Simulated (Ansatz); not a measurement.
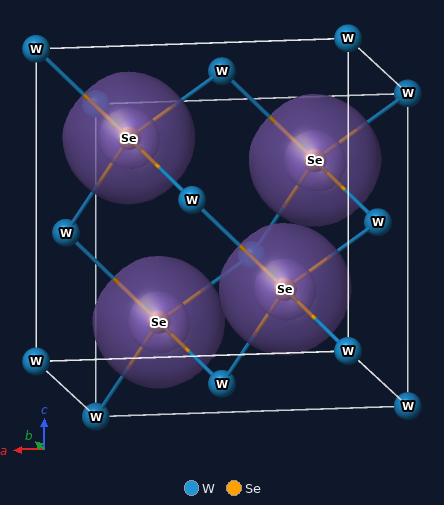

Figure. WSe. Isosurface of the ELF at 0.65 (purple), seen at an oblique angle. Only the valence region is drawn (cores and ρ < 0.01 e/Å³ removed). Sticks mark near contacts.

Space group F-43m; started from the zinc blende prototype, which need not be the ambient phase; computed pressure about 12 GPa in this cell; Hubbard U of 6.2 eV on W d only; spin-polarised.

Level of theory: Ansatz, DFT r2SCAN+U, scalar-relativistic, plane waves, PAW.

In a PAW calculation such maps are meaningful between the atoms, not at the nuclei.

```
CELL_PARAMETERS angstrom
5.90016 0.00000 0.00000
0.00000 0.00000 -5.90016
0.00000 5.90016 0.00000
ATOMIC_POSITIONS crystal
W 0.50000 0.50000 0.00000
W 0.00000 0.50000 0.50000
W 0.00000 0.00000 0.00000
W 0.50000 0.00000 0.50000
Se 0.25000 0.75000 0.25000
Se 0.75000 0.75000 0.75000
Se 0.75000 0.25000 0.25000
Se 0.25000 0.25000 0.75000
```

> Where are the electrons localised?

The surface consists of four regions wrapped around Se (the valence shell of each), counted in one cell of 8 atoms. Regions shared between cells count once. Profiles from the grid: W–Se (2.55 Å): the ELF is about 0.45 at the midpoint.
